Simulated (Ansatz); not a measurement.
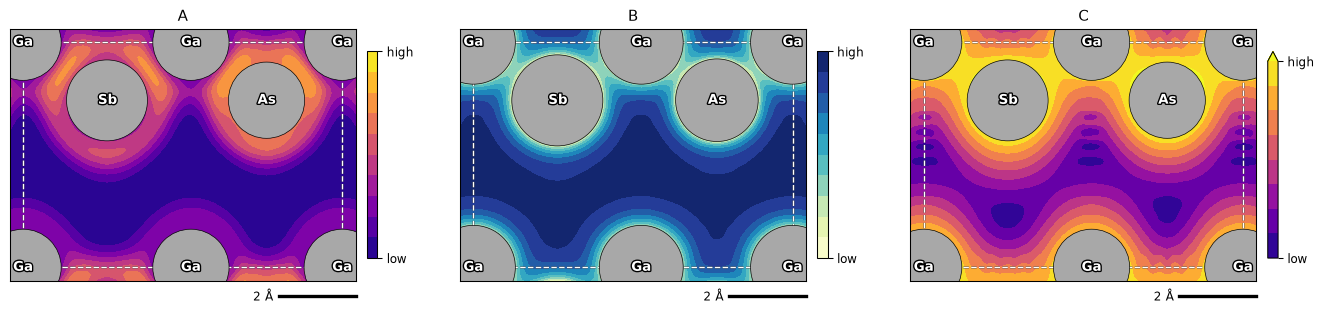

Ga₄SbAs₃: 3 fields on the (100) plane of the conventional cell, with unlabelled colour scales. Grey discs cover the atomic cores.

Space group Pmm2; started from the ordered alloy on zincblende lattice prototype, which need not be the ambient phase.

Computed with Ansatz 0.2.0, DFT, PBE, plane waves, PAW.

**Which field does each panel show? The fields are: electron localisation function, electrostatic potential energy of an electron and valence pseudo-density.**

Panel A: electron localisation function. Panel B: electrostatic potential energy of an electron (low next to the atoms, rising into the space between them). Panel C: valence pseudo-density. From the grid: Ga–As (2.48 Å): the density is about 0.47 e/Å³ at the midpoint; the ELF peaks at about 0.80 between the atoms: a covalent bond. Ga–Sb (2.66 Å): ρ is about 0.42 e/Å³ halfway; the ELF peaks at about 0.70 between the atoms.
